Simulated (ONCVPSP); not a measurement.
Pseudopotential generation for Tl

Thallium (Tl, Z = 81), core [Kr] 4d10 4f14, reference valence 5s2 5p6 5d10 6s1 6p2, valence charge 21. Level asked for: ONCV potential, PBEsol, scalar-relativistic, made with ONCVPSP 4.0.1.

Input file:
```
# ATOM AND REFERENCE CONFIGURATION
# atsym  z   nc   nv     iexc    psfile
  Tl 81.00   10    5  -116133      upf
#
#   n    l    f
    1    0    2.00
    2    0    2.00
    2    1    6.00
    3    0    2.00
    3    1    6.00
    3    2   10.00
    4    0    2.00
    4    1    6.00
    4    2   10.00
    4    3   14.00
    5    0    2.00
    5    1    6.00
    5    2   10.00
    6    0    1.00
    6    1    2.00
#
# PSEUDOPOTENTIAL AND OPTIMIZATION
# lmax
    2
#
#   l,   rc,      ep,       ncon, nbas, qcut
    0    1.34    0.00    4    9   11.40
    1    1.92    0.00    5    9    7.10
    2    1.34    0.00    3    7    7.80
#
# LOCAL POTENTIAL
# lloc, lpopt,  rc(5),   dvloc0
    2    5    1.34    0.00
#
# VANDERBILT-KLEINMAN-BYLANDER PROJECTORs
# l, nproj, debl
    0    2    1.50
    1    2    3.80
    2    0    1.20
#
# MODEL CORE CHARGE
# icmod, fcfact, rcfact
    1    0.15    0.00
#
# LOG DERIVATIVE ANALYSIS
# epsh1, epsh2, depsh
   -6.00    5.00    0.04
#
# OUTPUT GRID
# rlmax, drl
    6.00    0.01
#
# TEST CONFIGURATIONS
# ncnf
    4
# nvcnf
#   n    l    f
    5
    5    0    2.00
    5    1    6.00
    5    2   10.00
    6    0    2.00
    6    1    1.00
#
    5
    5    0    2.00
    5    1    6.00
    5    2   10.00
    6    0    2.00
    6    1    0.00
#
    5
    5    0    2.00
    5    1    6.00
    5    2   10.00
    6    0    1.00
    6    1    0.00
#
    5
    5    0    2.00
    5    1    6.00
    5    2   10.00
    6    0    2.00
    6    1    0.50
#
```

Command:
```bash
oncvpsp.x < Tl.dat > Tl.out
```

Output (extracts):
```
ONCVPSP  (Optimized Norm-Conservinng Vanderbilt PSeudopotential)
scalar-relativistic version 4.0.1

#   n    l    f        energy (Ha)
    1    0    2.00    -3.1461480E+03
    2    0    2.00    -5.6023091E+02
    2    1    6.00    -4.8182695E+02
    3    0    2.00    -1.3376992E+02
    3    1    6.00    -1.1121087E+02
    3    2   10.00    -8.7853684E+01
    4    0    2.00    -2.9898771E+01
    4    1    6.00    -2.2505241E+01
    4    2   10.00    -1.3847066E+01
    4    3   14.00    -4.2638862E+00
    5    0    2.00    -4.8876004E+00
    5    1    6.00    -2.8681314E+00
    5    2   10.00    -6.3644422E-01
    6    0    1.00    -3.9874414E-01
    6    1    2.00    -1.1739375E-01

Reference configufation results
  iterations    23
  all-electron total energy (Ha)   -2.02401953D+04

Begin loop to  construct optimized pseudo wave functions
and semi-local pseudopoentials for all angular momenta

Calculating optimized projector #   1

 for l=   0

    Fraction of norm inside rc  0.938209
    Optimizing pswf for qcut=  11.41 a_B^-1,  ecut=  65.13 Ha
    Residual kinetic energy error=  3.25D-08 Ha
 ERROR pspot:  first pseudo wave function has node,          program will stop
 ERROR pspot: try changing psp parameters for this l
```

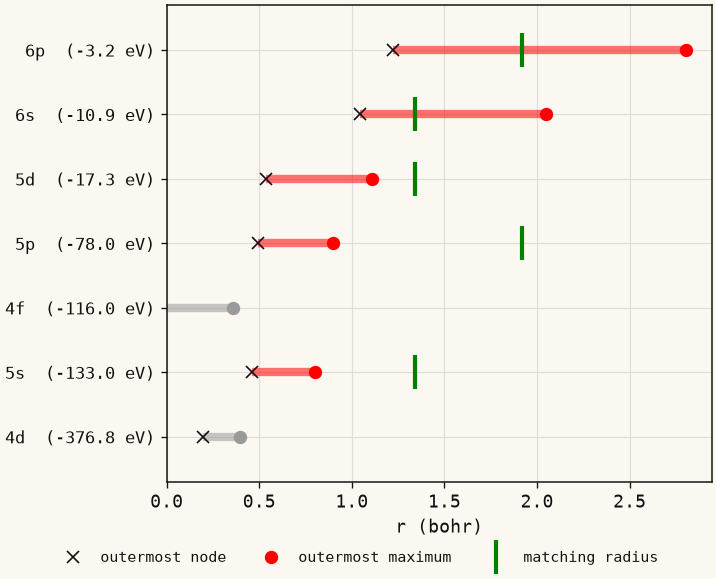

Fig. 1: Outer shells of the all-electron reference atom: each bar runs from the outermost node (or the nucleus) to the outermost maximum of u(r); the tick is the radius chosen for the pseudo-wave. Shells without a tick have no pseudo-wave of their own. Levels, nodes and maxima are from ld1.x, scalar-relativistic.

- Radii against the shells: 5s: 1.34 bohr, outside the maximum; 5p: 1.92 bohr, outside the maximum; 5d: 1.34 bohr, outside the maximum; 6s: 1.34 bohr, between node and maximum; 6p: 1.92 bohr, between node and maximum.

Outcome:

- outcome: ended with an error
- hardware: 1 CPU thread, shared host

What went wrong:

The generator stopped with the message “ERROR pspot: first pseudo wave function has node, program will stop”. In words: the optimised pseudo-wave of the first projector has a node, so the radial equation cannot be inverted for a potential. It was at work on the s channel when it stopped.
